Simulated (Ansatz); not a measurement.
The calculation's input:

```
crystal:
  periodic: [false, false, false]
  atoms:
    - {symbol: C, position_ang: [-1.495740, 0.737824, 0.253606]}
    - {symbol: "N", position_ang: [1.100734, -0.342300, 1.366466]}
    - {symbol: Sb, position_ang: [1.986201, -0.950504, -0.650574]}
    - {symbol: Si, position_ang: [-0.787564, -0.424349, 1.533582]}
    - {symbol: H, position_ang: [-2.600244, 0.759013, 0.362592]}
    - {symbol: H, position_ang: [-1.129355, 1.775015, 0.392806]}
    - {symbol: H, position_ang: [-1.272739, 0.411528, -0.781553]}
    - {symbol: H, position_ang: [-1.025763, -0.025182, 2.949395]}
    - {symbol: H, position_ang: [-1.048402, -1.870639, 1.287878]}
    - {symbol: H, position_ang: [1.450921, 0.608496, 1.578047]}
    - {symbol: H, position_ang: [1.540368, -0.955658, 2.076097]}
    - {symbol: H, position_ang: [3.524329, -0.357522, -0.099666]}
    - {symbol: H, position_ang: [1.579908, 0.631480, -1.241505]}
basis:
  gaussian: {orbitals: def2-TZVPD}
total_charge: 1
hamiltonian: {xc: {name: PBE0}}
output: {forces: true, orbitals: {seedname: orbitals}}
```

Run with:

```sh
ansatz run input.yaml --threads 2 --pin off --max-ram 4350MiB --events-out events.jsonl --progress --plain --runs-dir runs
```

Geometry: BLYP-D3(BJ)/def2-SVP; core potentials replace the inner electrons of Sb.

These are results of isolated molecule in a Gaussian basis; Kohn-Sham density functional theory, functional PBE0 in Ansatz, not measurements.

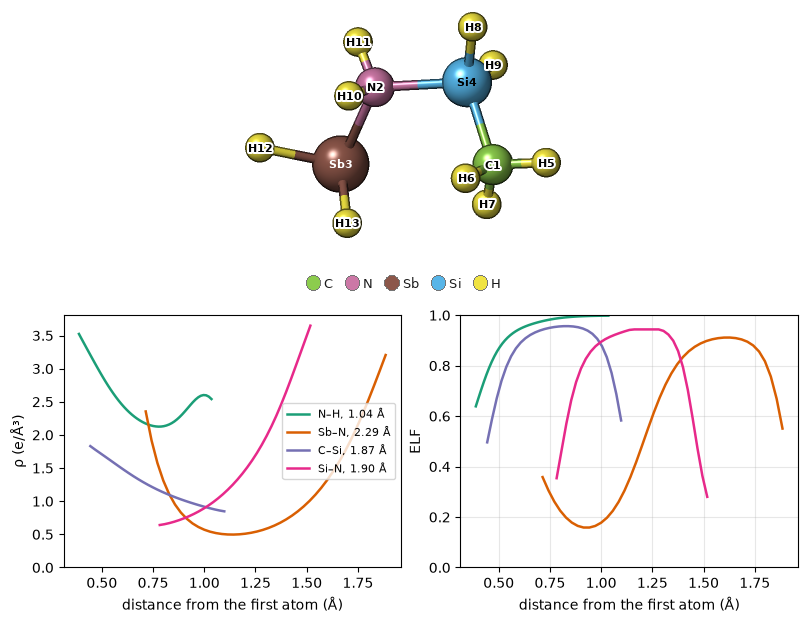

CH9NSbSi (SMILES C[SiH2][NH2+][SbH2]) (charge +1). Electron density and electron localisation function along straight lines between neighbouring atoms. The curves leave out the atomic cores. The structure is drawn too.

Q: What can be read from the curves?

A: N–H (1.04 Å): ρ is about 2.8 e/Å³ halfway; the ELF climbs to about 1 towards the hydrogen, as it does in any bond to H; a covalent bond by its length.
Sb–N (2.29 Å): ρ at the midpoint is about 0.5 e/Å³; the ELF peaks at about 0.90 in the valence shell of N, 0.7 Å from its nucleus, and drops to about 0.15 between the two atoms.
C–Si (1.87 Å): the density is about 0.98 e/Å³ at the midpoint; the ELF peaks at about 0.95 between the atoms; a shared electron pair.
Si–N (1.90 Å): the density is about 0.81 e/Å³ at the midpoint; the ELF peaks at about 0.95 between the atoms (a shared but strongly polarised pair).
